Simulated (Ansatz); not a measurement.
# How Sr(111) screens a field, part 2 of 2

Wanted: the response of a Sr(111) slab to a perpendicular field.

Ansatz 0.2.0; plane-wave DFT, LDA, Ansatz PAW.

So far. Step 6 (Single point, field -0.1 V/Å): The dipole is -0.296 e·Å. Step 7 (Atoms held, field 0.15 V/Å): The dipole is 0.445 e·Å.

## Step 8: The response

This step: plane-wave DFT, LDA, Ansatz PAW; screening of a field by a metal slab (Ansatz 0.2.0).

The dipoles give the slope, and the difference of two potentials shows where the field is screened.

Numbers from this step:

- equivalent conductor thickness p/(ε₀AE): 33.52 Å
- distance between the outer atoms: 28.08 Å
- inner field over outer field: -3.30e-4
- image plane, upper face: 2.723 Å
- induced electrons on the upper face over ε₀E: -0.9958
- image plane, lower face: 2.721 Å
- induced electrons on the lower face over ε₀E: 0.9959

Dipole of the cell against applied field:

| applied field (V/Å) | dipole of the cell (e·Å) |
| --- | --- |
| -0.100 | -0.296 |
| -0.030 | -0.0889 |
| 0.000 | 7.0e-7 |
| 0.030 | 0.0889 |
| 0.100 | 0.296 |
| 0.150 | 0.445 |

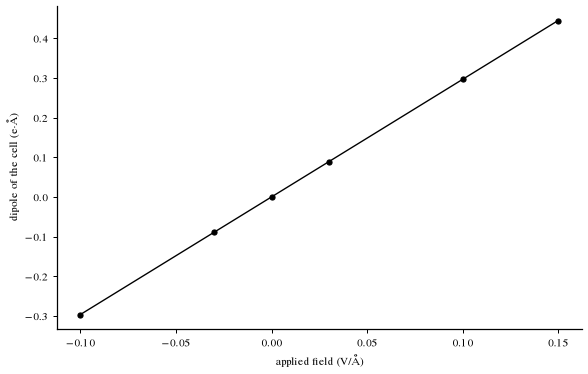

Dipole of the cell, plotted against applied field.

Local field over the applied field, running mean. From the potentials at -0.03 and 0.03 V/Å; running mean over 3.51 Å. Table of local field over applied field by z:

| z (Å) | local field over applied field |
| --- | --- |
| 6 | 0.629 |
| 8 | 0.0838 |
| 10 | -0.0222 |
| 12 | 4.3e-4 |
| 14 | 0.00147 |
| 16 | -0.00194 |
| 18 | 3.0e-4 |
| 20 | -8.1e-4 |
| 22 | -2.4e-4 |
| 24 | -2.9e-4 |
| 26 | -7.5e-4 |
| 28 | 2.6e-4 |
| 30 | -0.00203 |
| 32 | 0.00179 |
| 34 | -3.0e-4 |
| 36 | -0.0189 |
| 38 | 0.0690 |
| 40 | 0.604 |

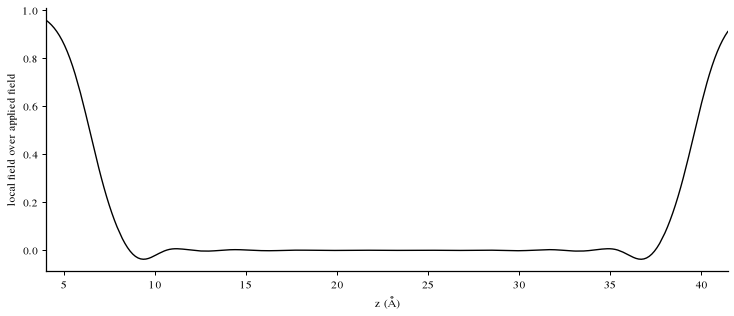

Local field over applied field against z.

The induced electron density oscillates, so the rows of the table below give means over windows of 3.6 Å about each position, cut where the curve ends. Its maxima inside the range that stand out by 2 % of the span (Å: e/Å³ per V/Å): 7.2: 0.00300, 10.8: 4.4e-4, 14.3: 1.6e-4, 30.1: 1.1e-4, 33.6: 3.2e-4, 37.0: 0.00135. Its minima: 9.1: -0.00135, 12.5: -3.2e-4, 16.0: -1.1e-4, 31.8: -1.6e-4, 35.3: -4.4e-4, 38.9: -0.00300.

Electrons, planar mean, per unit field. Induced electron density against z; means over each step:

| z (Å) | induced electron density (e/Å³ per V/Å) |
| --- | --- |
| 5.83 | 0.00153 |
| 9.43 | 2.1e-6 |
| 13.03 | -1.0e-5 |
| 16.63 | -8.6e-6 |
| 20.23 | -4.7e-6 |
| 23.83 | -3.8e-6 |
| 27.43 | -6.5e-6 |
| 31.03 | -1.9e-5 |
| 34.63 | -2.9e-5 |
| 38.23 | -0.00106 |

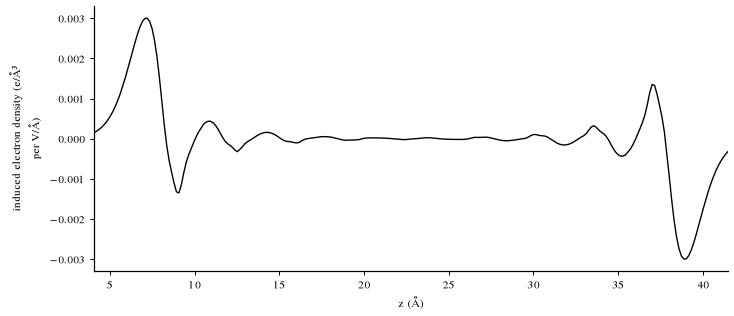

Induced electron density against z.

By hand: between -0.03 and 0.03 V/Å the dipole changes by 0.1779 e·Å, a slope of 2.964 e·Å²/V. A perfect conductor of thickness t has p = ε₀AEt, so t = 180.95 × 2.964 / 16.007 = 33.51 Å (e/ε₀ = 180.95 V·Å, A in Å²). Less the 28.08 Å between the outer atoms, and halved, that puts each image plane 2.71 Å out.

The induced dipole is that of a conductor 33.52 Å thick.

## Step 9: A changed input

This step: plane-wave DFT, LDA, Ansatz PAW, but for the change named below (Ansatz 0.2.0).

A run with a changed input: it repeats the earlier run at 0.03 V/Å with total_charge to -1, scf.eigensolver.kind to davidson, basis.precision to f64 and hamiltonian.pseudopotentials to kind: nc.

input.yaml reads:

```yaml
crystal:
  lattice:
    - [4.2992092296, 0.0, 0.0]
    - [2.1496046148, 3.723224409, 0.0]
    - [0.0, 0.0, 46.0823170934]
  atoms:
    - { symbol: Sr, position: [0.3333333333, 0.3333333333, 0.1953026794] }
    - { symbol: Sr, position: [0.6666666667, 0.6666666667, 0.2714770095] }
    - { symbol: Sr, position: [0.0, 0.0, 0.3476513397] }
    - { symbol: Sr, position: [0.3333333333, 0.3333333333, 0.4238256698] }
    - { symbol: Sr, position: [0.6666666667, 0.6666666667, 0.5] }
    - { symbol: Sr, position: [0.0, 0.0, 0.5761743302] }
    - { symbol: Sr, position: [0.3333333333, 0.3333333333, 0.6523486603] }
    - { symbol: Sr, position: [0.6666666667, 0.6666666667, 0.7285229905] }
    - { symbol: Sr, position: [0.0, 0.0, 0.8046973206] }
kpoints:
  mp_grid: { grid: [12, 12, 1] }
hamiltonian:
  xc: lda
  pseudopotentials: { kind: nc }
scf:
  occupations: { method: fermi_dirac, width: 0.1 }
  convergence: { dr2_threshold: 1.0e-10 }
  eigensolver: { kind: davidson }
efield:
  axis: 3
  dipole_correction: true
  ramp_position: 0.97
  ramp_width: 0.06
  amplitude: 0.03
output:
  forces: true
  write_potential: true
  write_density: true
  volumetric_format: npy
total_charge: -1
basis:
  precision: f64
```

Started as:

```bash
$ ansatz run input.yaml --threads 2 --pin off --max-ram 3072MiB --backend cpu --events-out ev --progress --plain --runs-dir out
```

The log of the run:

```text
Error: efield: with total_charge ≠ 0 without external_charges — the saw-weighted dipole of a charged cell depends on the ramp position (the isolated-slab reference a dipole correction restores does not exist for a charged slab), so the field energy is ill-defined under the jellium convention; neutralise the cell or drop the efield: block, which crystal.periodic lets a charged slab do
```

Run time: 0.03 s. Hardware: 2 threads of Arm Neoverse V1, shared host; peak memory 0.033 GiB.

The input was rejected at the start.

The program's message: “Error: efield: with total_charge ≠ 0 without external_charges — the saw-weighted dipole of a charged cell depends on the ramp position (the isolated-slab reference a dipole correction restores does no …”

## Step 10: Varying the input

Another changed input: it repeats the earlier run at 0.03 V/Å with hamiltonian.pseudopotentials to kind: paw, source: ansatz, total_charge to -1 and scf.algorithm to direct_min.

Edit input.yaml of step 9 so:

```diff
@@ -19,3 +19,3 @@
   xc: lda
-  pseudopotentials: { kind: nc }
+  pseudopotentials: { kind: paw, source: ansatz }
 scf:
@@ -23,3 +23,3 @@
   convergence: { dr2_threshold: 1.0e-10 }
-  eigensolver: { kind: davidson }
+  algorithm: direct_min
 efield:
@@ -36,3 +36 @@
 total_charge: -1
-basis:
-  precision: f64
```

The log of the run:

```text
Error: efield: with total_charge ≠ 0 without external_charges — the saw-weighted dipole of a charged cell depends on the ramp position (the isolated-slab reference a dipole correction restores does not exist for a charged slab), so the field energy is ill-defined under the jellium convention; neutralise the cell or drop the efield: block, which crystal.periodic lets a charged slab do
```

It took 0.03 s on 2 threads; peak memory 0.032 GiB.

The program refused the input before any cycle.

The program's message: “Error: efield: with total_charge ≠ 0 without external_charges — the saw-weighted dipole of a charged cell depends on the ramp position (the isolated-slab reference a dipole correction restores does no …”

## Step 11: Outcome

```yaml
work_function: 2.81 eV
image_plane_upper_face: 2.72 Å
induced_electrons_on_the_upper_face_over_eps_0e: -0.996
equivalent_conductor_thickness_p_eps_0ae: 33.5 Å
inner_field_over_outer_field: -3.3e-4
```

**Reading.** The induced charge has its centre 2.72 Å outside the outermost atoms; this is the plane from which a capacitor's gap or an image potential counts. The equivalent conductor thickness exceeds the distance between the outer atoms by 5.43 Å, about the sum of the two image-plane distances. In the middle of the slab the field is screened to under 0.5 % of its outer value. The atoms are held at bulk positions with the tabulated experimental lattice constant.

[Logs are printed without paths, hosts, clocks, repeated set-up lines and the standing remarks that a program may print on its own settings, such as how far it seeks lower states.]

[Hosts, paths, dates, database ids (printed as entryN), source tags and the programs' standing remarks are cut or masked in the printed files.]

[Maps of the electrostatic potential energy from Ansatz leave out the sawtooth potential of an applied field or a dipole correction, so their vacuum need not be flat; planar profiles and work functions include it.]
